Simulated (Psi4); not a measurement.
# P2 (diphosphorus), run twice

Wanted: the vertical excitations of P2 (diphosphorus), CIS/cc-pwCVDZ (ZORA, density fitting, tdscf states 3, tdscf tda yes).

Program for the calculation: Psi4 1.11.

3 further runs of the same task are left out: 1 that didn't finish, 2 set aside as unsound or not needed.

**1. Starting point**

P2: 2 atoms, total charge 0, spin state singlet. As SMILES, `P#P`. The bond length is the measured one.

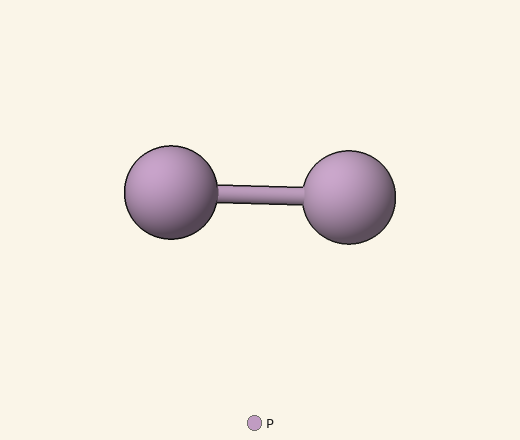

Viewed from a chosen angle; phosphorus pink.

**2. First attempt**

Contents of run.py:

```python
import psi4

psi4.set_memory('1600 MB')
psi4.set_num_threads(1)
psi4.core.set_output_file('output.dat', False)

molecule = psi4.geometry("""
0 1
P      0.000000     0.000000     0.000000
P      0.000000     0.000000     1.893400
units angstrom
symmetry c1
""")

psi4.set_options({
    'basis': 'cc-pwCVDZ',
    'reference': 'rhf',
    'scf_type': 'df',
    'tdscf_states': 3,
    'tdscf_tda': True,
    'max_scf_iter': 100,
    'relativistic': 'zora',
})

E = psi4.energy("td-hf")
print(f'td-hf energy: {E:.10f} Eh')
```

Launch:

```sh
$ python run.py
```

output.dat:

```text
Error: option MAX_SCF_ITER is not contained in the list of available options.

Did you mean?
```

On the terminal:

```text
Error: option MAX_SCF_ITER is not contained in the list of available options.

Did you mean?

Traceback (most recent call last):
  File "run.py", line 15, in <module>
    psi4.set_options({
```

Wall time 1.4 s (1 thread of Intel Xeon Platinum 8259CL at 2.50GHz (Skylake/Cascade Lake), shared host); peak memory 0.14 GiB.

**3. Diagnosis**

The input was rejected.

The log says `Error: option MAX_SCF_ITER is not contained in the list of available options.`. The fault: the input text is malformed or holds a word that the program doesn't know.

**4. The mended input**

Contents of job.py:

```python
import psi4

psi4.set_memory(1600000000)
psi4.set_num_threads(1)
psi4.set_output_file('p2.out', False)

molecule = psi4.geometry("""
0 1
P      0.000000     0.000000     0.000000
P      0.000000     0.000000     1.893400
symmetry c1
""")

psi4.set_options({
    'basis': 'cc-pwCVDZ',
    'reference': 'rhf',
    'scf_type': 'df',
    'tdscf_states': 3,
    'tdscf_tda': True,
    'relativistic': 'zora',
})

e_tot, wfn = psi4.energy("td-scf", return_wfn=True)
print('E =', round(e_tot, 9))
for k, v in sorted(psi4.core.scalar_variables().items()):
    print(f'{k:45s} {v:18.10f}')
```

Launch:

```sh
$ python job.py
```

p2.out:

```text
[...]
  Running in c1 symmetry.
[...]
  Nuclear repulsion =   62.884162036944126
[...]
  Multiplicity = 1
[...]
  Nalpha       = 15
  Nbeta        = 15
[...]
    Number of basis functions: 54
[...]
   @DF-RHF iter   1:  -683.94062313507800   -6.41998e-01   4.74719e-03 DIIS/ADIIS
[...]
   @DF-RHF iter   6:  -683.95016820703336   -1.03198e-07   6.52139e-07 DIIS
[...]
    Orbital Energies [Eh]
    ---------------------
    Doubly Occupied:
       1A    -80.416818     2A    -80.416807     3A     -7.553249
       4A     -7.552616     5A     -5.406644     6A     -5.404537
       7A     -5.404537     8A     -5.404319     9A     -5.404279
      10A     -5.404279    11A     -0.903665    12A     -0.607071
      13A     -0.404334    14A     -0.367586    15A     -0.367586
[...]
  @DF-RHF Final Energy:  -683.95016820703336
   => Energetics <=
    Nuclear Repulsion Energy =             62.8841620369441259
    One-Electron Energy =               -1071.6319269251139303
    Two-Electron Energy =                 324.7975966811366106
    Total Energy =                       -683.9501682070332436
[...]
 Multipole Moments:
 ------------------------------------------------------------------------------------
     Multipole            Electronic (a.u.)      Nuclear  (a.u.)        Total (a.u.)
 ------------------------------------------------------------------------------------
 L = 1.  Multiply by 2.5417464519 to convert [e a0] to [Debye]
 Dipole X            :          0.0000000            0.0000000            0.0000000
 Dipole Y            :          0.0000000            0.0000000            0.0000000
 Dipole Z            :          0.0000000            0.0000000            0.0000000
 Magnitude           :                                                    0.0000000
[...]
**********                               WARNING                                **********
**********       The names of excited state variables changed between 1.5       **********
[...]
**********                               WARNING                                **********
**********  Length-gauge rotatory strengths are **NOT** gauge-origin invariant  **********
[...]
                                    Excitation Energy         Total Energy        Oscillator Strength             Rotatory Strength
[...]
Excited State    1 (1 A):   0.12002 au   379.64 nm f = 0.0000
[...]
Excited State    2 (1 A):   0.13204 au   345.07 nm f = 0.0000
[...]
Excited State    3 (1 A):   0.13204 au   345.07 nm f = 0.0000
[...]
**********                               WARNING                                **********
**********       The names of excited state variables changed between 1.5       **********
[...]
```

Wall time 8.4 s (1 thread of Intel Xeon Platinum 8259CL at 2.50GHz (Skylake/Cascade Lake), shared host); peak memory 0.26 GiB.

The roots found:

```
excited state  energy (eV)  strength  label
            1        3.266    0.0000    A 1
            2        3.593    0.0000    A 1
            3        3.593    0.0000    A 1
```

**5. Results**

At CIS/cc-pwCVDZ (ZORA, density fitting, tdscf states 3, tdscf tda yes):

```
                             quantity          value
    ground-state or mean-field energy  -683.95017 Eh
 dipole moment (Hartree–Fock density)         0.00 D
  HOMO energy (Hartree–Fock orbitals)      -10.00 eV
  LUMO energy (Hartree–Fock orbitals)        0.84 eV
HOMO–LUMO gap (Hartree–Fock orbitals)       10.84 eV
             lowest excitation energy        3.27 eV
```
